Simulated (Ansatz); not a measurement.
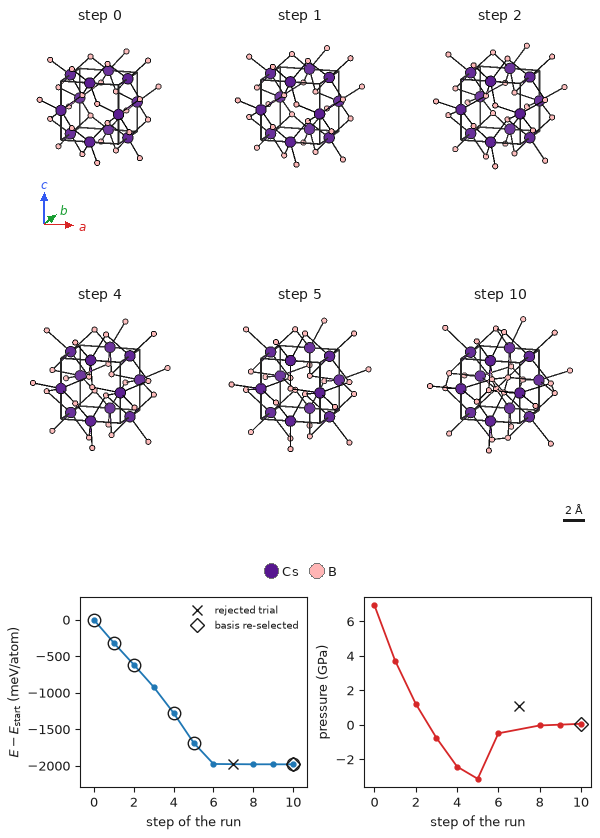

Frames of a relaxation of solid Cs3B4 (a generated structure, set up in P-43m) (coarse preliminary run), marked on the history of the run. The picture is a ball-and-stick view of the cell of the calculation, seen slightly off an axis.

All numbers below come from DFT PBE, scalar-relativistic, plane waves, PAW in Ansatz 0.2.0.

The input:
```yaml
crystal:
  lattice:
    - [5.84492034, 0.0, 0.0]
    - [0.0, 5.84492034, 0.0]
    - [0.0, 0.0, 5.84492034]
  atoms:
    - { symbol: Cs, position: [0.0, 0.0, 0.5] }
    - { symbol: Cs, position: [0.5, 0.0, 0.0] }
    - { symbol: Cs, position: [0.0, 0.5, 0.0] }
    - { symbol: B, position: [0.72068733, 0.72068733, 0.72068733] }
    - { symbol: B, position: [0.27931267, 0.27931267, 0.72068733] }
    - { symbol: B, position: [0.27931267, 0.72068733, 0.27931267] }
    - { symbol: B, position: [0.72068733, 0.27931267, 0.27931267] }
basis:
  ecutwfc: 420
kpoints:
  mp_grid: { grid: [4, 4, 4] }
hamiltonian:
  xc: pbe
scf:
  occupations: { method: gaussian, width: 0.1 }
  lower_state_search: "off"
output:
  forces: true
  stress: true
  eigenvalues: true
relax:
  adjacent_minimum: "off"
  f_tol: 0.04
  max_steps: 70
  cell: { stress_tol: 0.4 }
```

Run as
```bash
ansatz run input.yaml --threads 1 --pin off --max-ram 2048MiB --backend cpu --events-out ev --progress --plain --runs-dir out
```

**Describe the path.**

The energy falls by 1980 meV per atom in 8 accepted moves (10 points after the start). The largest force component goes from 1.2 to 0.0038 eV/Å. The pressure goes from 6.93 to 0.07 GPa. The line search rejected the trial step at point 7 of the run. The SCF was repeated once at an unchanged geometry on a basis and grid sized afresh for the cell, which shifted the energy by 0.7 meV per atom at most. The largest moves relative to the cell, 1.22 Å, are those of B4, B5, B6 and B7. B5 goes along [1 1 −1]. Cs stays in place. The volume changes by +7.0 %, with a = b = c 5.845 → 5.979 Å (+2.3 %). Near-neighbour distances that change, for instance: B4–B5 3.648 → 1.733 Å, Cs1–B4 2.645 → 3.416 Å. Bond angles that change, for instance: B4–Cs1–B5 121.6° → 159.3°, Cs1–B5–Cs2 102.8° → 76.4°, B4–Cs1–B6 103.8° → 91.8°. The space group stays P-43m (No. 215). The run took 67 s on 1 thread of Arm Neoverse V1, with other jobs on the host, peak memory 0.37 GiB. From step 0 to 1: B atoms move most (0.20 Å), volume +6.1 %, energy −317 meV per atom. From step 1 to 2: B atoms move most (0.20 Å), volume +2.8 %, energy −297 meV per atom. From step 2 to 4: B atoms move most (0.40 Å), volume +0.4 %, energy −663 meV per atom. From step 4 to 5: B atoms move most (0.20 Å), volume −1.6 %, energy −406 meV per atom. From step 5 to 10: B atoms move most (0.22 Å), volume −0.7 %, energy −297 meV per atom.
